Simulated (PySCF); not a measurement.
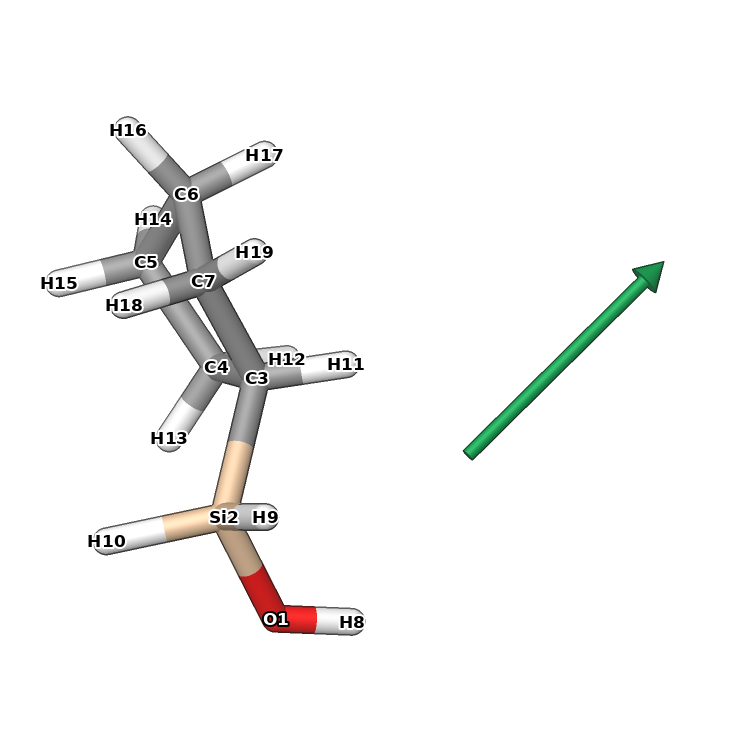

The arrow beside the molecule shows the direction of the dipole moment, from the negative to the positive end (its length means nothing). The computed structure is the end point of a GFN2-xTB optimisation. No frequency run is at hand to confirm it as a minimum. Properties computed with PBE0/def2-SVPD, gas phase (PySCF 2.14.0).

Q: Estimate the dipole moment.

A: 1.81 D; it points from the side of H10 to the side of H17 (the outermost atoms at the two ends).

The geometry is semi-empirical. Around Si such bond lengths and angles can be off by a tenth of an ångström or more and by several degrees, and values that hang on the shape move with them.
